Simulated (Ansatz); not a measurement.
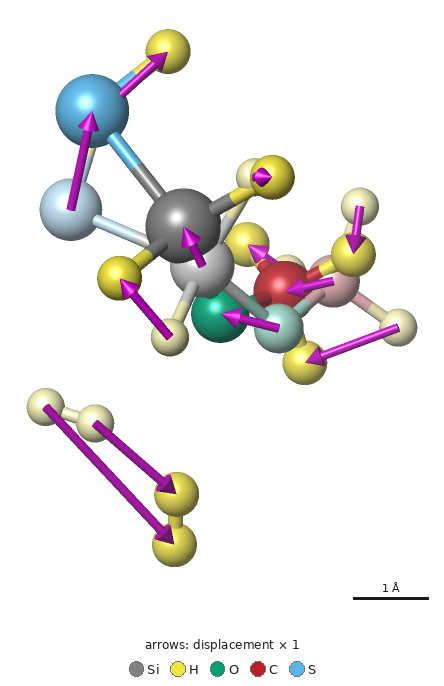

This is a relaxation of CH8OSSi. The starting structure is drawn faded, the final one solid; purple arrows show the displacements, at their true length. The two geometries are superimposed by the best rigid fit.

The picture is a ball-and-stick view, seen at a tilt.

The run prepares an end point of a later path (reaction) calculation, from a guessed geometry.

All numbers below come from Ansatz, RKS PBE0/6-31G*. Set-up: no spin polarisation; force threshold 0.03 eV/Å; at most 50 steps.

**Which element moves most?**

Hydrogen: up to 2.62 Å, against 1.39 Å for sulfur.

**What happened in the run?**

The atom that moves furthest after the best rigid fit is an H atom (2.62 Å). By element the largest moves are H 2.62 Å, S 1.39 Å, O 0.82 Å, C 0.67 Å, Si 0.61 Å. Among the contacts that change: H–H 0.701 → 0.745 Å, S–Si 2.156 → 2.147 Å, H–S 1.343 → 1.347 Å. Among the angles between lasting bonds that change: H–Si–S 108.2° → 105.9°, Si–S–H 94.4° → 96.4°. Groups turn about S–Si by about 20°. Over 41 accepted moves (42 points after the start) the energy falls by 0.174 eV. Largest force component: 1.7 eV/Å at the start, 0.018 eV/Å at the end. The line search rejected the trial step at point 20 of the run. The forces were under the threshold at step 25, but the run went on from there. Cost: 120 s on 2 threads of Arm Neoverse V1 (shared host), peak memory 0.18 GiB.

Limits of the set-up: the start holds two separate molecules, 2.5 Å apart at their closest, whose relative position is a soft coordinate and is computed without a dispersion correction.
